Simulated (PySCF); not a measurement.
**C$_{2}$H$_{4}$BCl$_{2}$ (doublet): density, localisation and related maps**

```xyz
9

C     0.7945    0.0706   -0.4928
C     0.3115   -0.2037    0.8554
B    -0.8584    0.1065   -0.2894
Cl   -1.7951   -1.2615   -0.9104
Cl   -1.6571    1.6853   -0.2488
H     1.1724   -0.7499   -1.0829
H     1.2618    1.0225   -0.6912
H     0.3484   -1.2179    1.2216
H     0.4354    0.5542    1.6134
```

Geometry: GFN2-xTB.

The calculation used UKS B3LYP, pcH-1 on B C Cl H, non-relativistic, mean-field spin-orbit, GIAO in PySCF.

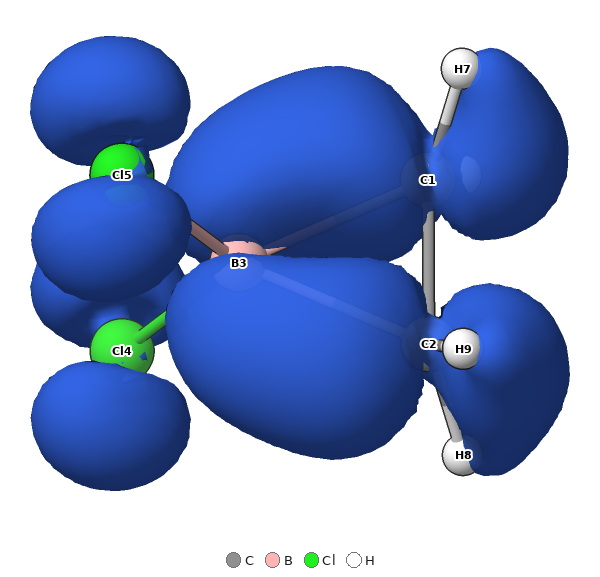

Figure 1. Isosurfaces of the spin density at +0.02 (blue) and −0.02 e/Å³ (red), seen at an oblique angle.

Describe the spin distribution.

The unpaired spin (1 electron) lies mostly on C1 (about 0.2), C2 (about 0.2), B3 (about 0.2), Cl4 (about 0.1) and Cl5 (about 0.1), in electrons by Hirshfeld's partition.

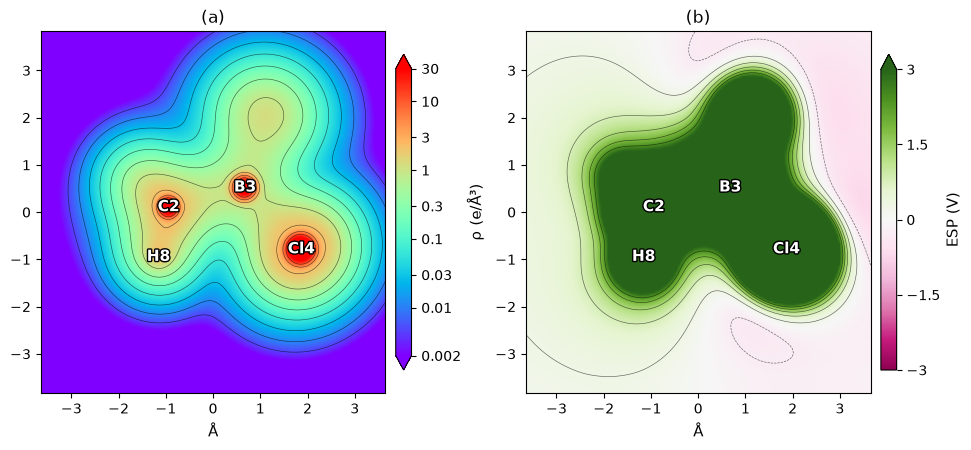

Figure 2. (a) total electron density; (b) molecular electrostatic potential on the plane of atoms C2, B3 and Cl4.

Describe what can be read from this map.

The plane passes through C, B, Cl and H nuclei.
C–B (1.67 Å): ρ is about 1 e/Å³ halfway.
B–Cl (1.77 Å): ρ at the midpoint is about 1.3 e/Å³.
C–H (1.08 Å): ρ is about 2.1 e/Å³ halfway.
Outside the dense part of the molecule the potential is most negative (−0.7 V) near Cl4.

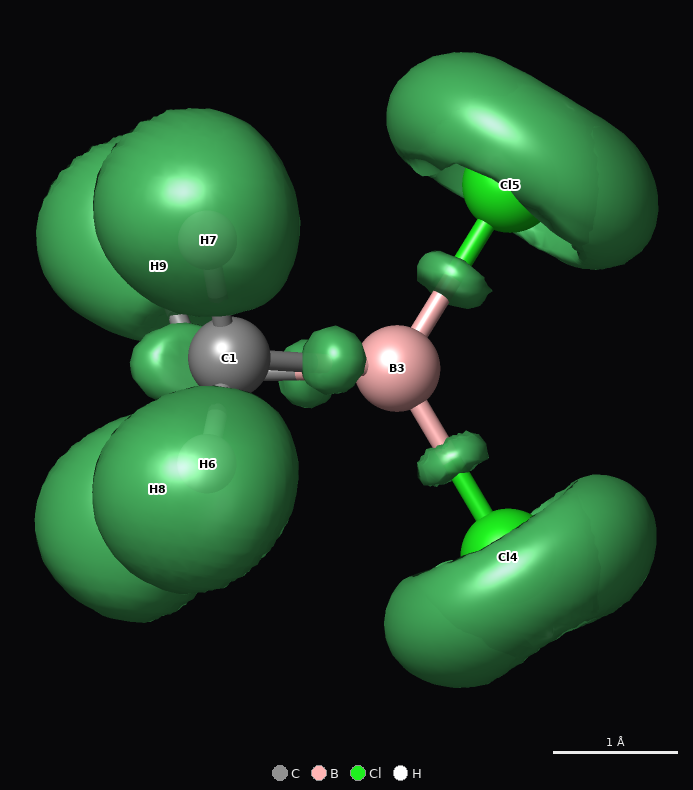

Figure 3. Isosurface of the ELF at 0.85 (green), seen at a tilt. Only the valence region is drawn (cores and ρ < 0.01 e/Å³ removed).

Identify the bonds, lone pairs and shells in this picture.

At this value the surface marks out two regions between bonded B–C atoms (shared pairs), two regions between bonded B–Cl atoms (shared pairs), one region between bonded C–C atoms (shared pairs), four regions around hydrogen nuclei and two rings or bowls of non-bonding electrons around Cl.


C–C (1.46 Å): the ELF peaks at about 0.90 between the atoms; localised, covalent bonding. C–B (1.67 Å): the ELF peaks at about 0.85 between the atoms (a covalent bond).
